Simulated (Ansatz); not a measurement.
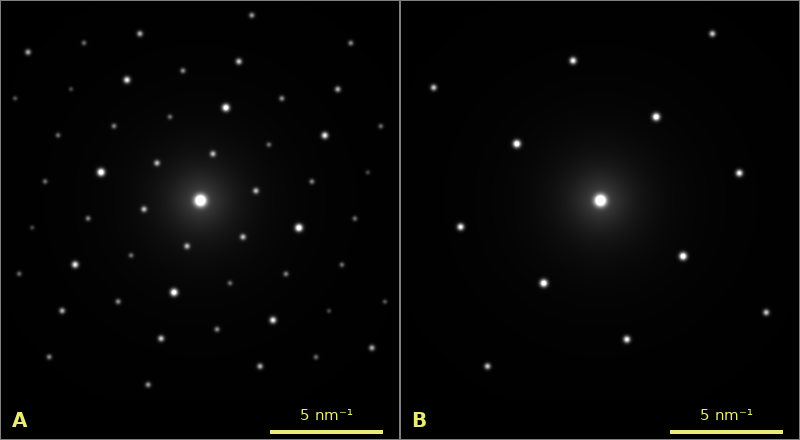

Kinematic electron diffraction patterns (200 kV, B = 0.5 Å², same scale, each along a low-index zone) of two structures of composition ZnW, each relaxed at zero pressure with DFT PBE, scalar-relativistic, plane waves, PAW (Ansatz 0.2.0).

The structures (standard cells):
1. Fd-3m (No. 227), a = 6.263 Å, 16 atoms; generated start, possibly hypothetical
2. Cmcm (No. 63), a = 4.325 Å, b = 9.267 Å, c = 3.223 Å, 8 atoms; generated start, possibly hypothetical

> Which pattern belongs to which structure, and along which zone?

A is structure 2 along [001]: centred rectangular net of 0 2 0 at d = 4.63 Å and 1 1 0 at d = 3.92 Å, 65.0° apart (some points of this net are extinct or too weak to see). B is structure 1 along [001] or an equivalent direction: square net of 2 -2 0 at d = 2.21 Å and 2 2 0 at d = 2.21 Å, 90.0° apart (some points of this net are extinct or too weak to see).

> Which structure lies lowest at this level of theory, and by how much?

Structure 1 (Fd-3m, 15.36 Å³ an atom) is the lowest of these; structure 2 (Cmcm, 16.15 Å³ an atom) lies about 150 meV an atom higher. These are static energies at 0 K; other structures, not shown, may lie lower still.
